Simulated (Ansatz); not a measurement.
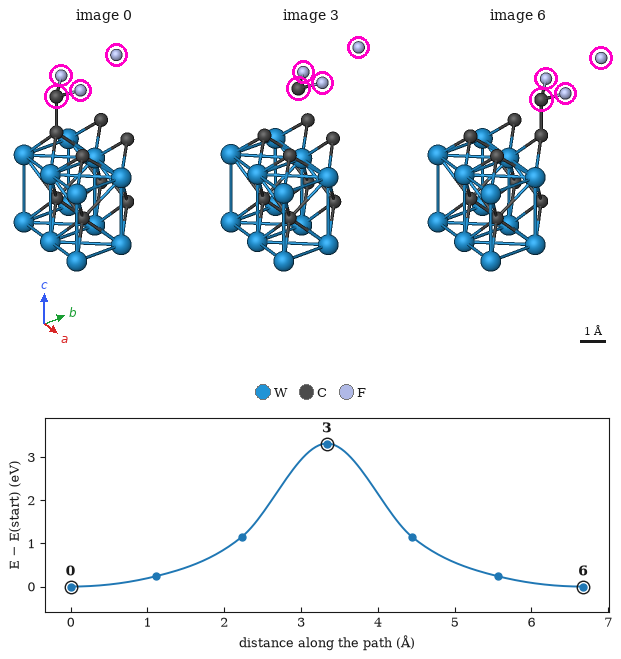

A search for the minimum-energy path of CF3 on WC(001) (20 atoms in the cell) by the nudged elastic band. Images are numbered from 0 (start) to 6 (end). The picture is a ball-and-stick view of the simulation cell, with the vacuum cut short (origin moved), seen slightly off an axis. The atoms that move most are ringed. Bonds to atoms that aren't drawn are left out.

Level of theory: Ansatz, DFT PBEsol, scalar-relativistic, plane waves, PAW. Set-up: plane-wave cutoff 420 eV; k-point mesh 3 × 3 × 1; Fermi-Dirac smearing 0.15 eV; 4 atoms held fixed; 5 movable images; climbing image; force threshold 0.05 eV/Å; iteration limit 75; spring constant 1.0 eV/Å²; starting path by image-dependent pair potential.

### Read off the barrier and say what moves.

A C atom travels furthest, 2.89 Å from end to end, on a path that bends up to 0.46 Å away from the straight line. It doesn't move alone: F (2.89 Å), F (2.89 Å), F (2.89 Å) move with it. Breaking: C–C (1.51 → 3.34 Å). Forming: C–C (3.34 → 1.51 Å). The two ends have the same energy, and the highest point, image 3, lies 3.32 eV above the start. The band converged in 8 iterations. The largest component of the band force went from 4.1 to 0.026 eV/Å. The climbing image converged on the top of the path. A check of its curvatures didn't confirm a first-order saddle.

Limits of the set-up: the cell has an odd number of electrons but was run without spin polarisation; the periodic images lie only 5.8 Å apart, so the values are limited by the cell's size.

The run took 14 min on 4 threads of Arm Neoverse V1, with other jobs on the host, peak memory 2.9 GiB.

PAW datasets: the set soft_1.
